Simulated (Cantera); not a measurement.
Charge: 1 mol Mg(OH)2, 2.4 mol H2, 3 mol H2O, equilibrated at 1.80 mbar.

Cantera equilibrium calculation (NASA polynomials, part measured and part estimated; ideal gas, pure solids and liquids). Candidate condensed phases: H2O, Mg, MgO, Mg(OH)2; 15 gas species. Rates play no part.

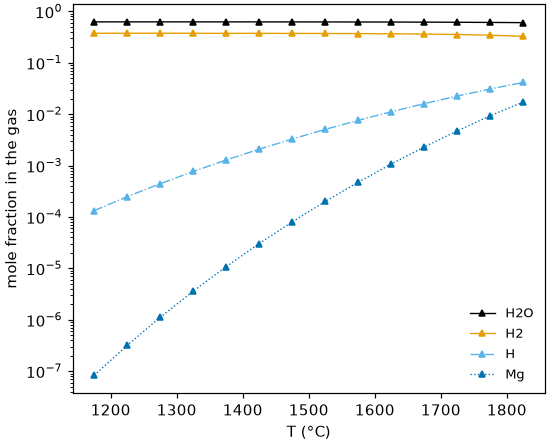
Figure: Equilibrium gas composition (values under 1e-9 drawn at 1e-9)

Question: Read off the mole fractions at 1375 °C.

Answer: H2O about 0.62, H2 about 0.37, H about 0.0013, Mg about 1.1e-5.
